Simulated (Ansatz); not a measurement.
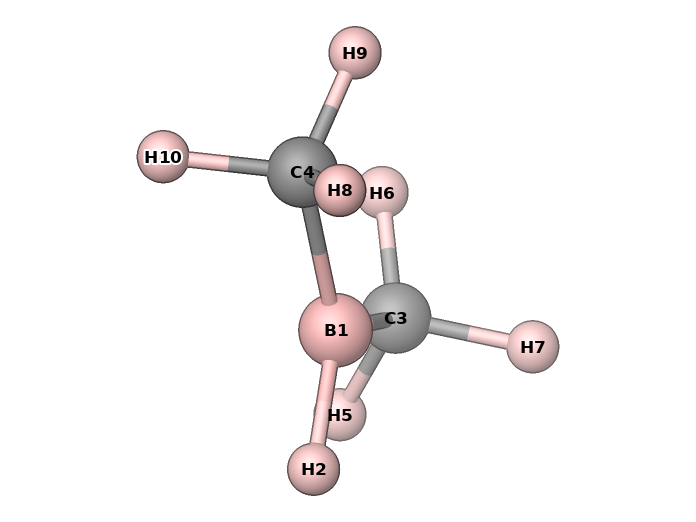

C3 lies behind B1. The molecule seen a little off the B1–C3 bond, B1 in front. Distant atoms are faded towards the background colour. Computed geometry: PBE0-D4/def2-TZVP optimisation.

What is the torsion angle C4–B1–C3–H5? The sign is positive where the front bond must turn clockwise to cover the back bond.

Answer. −143°, anticlinal.
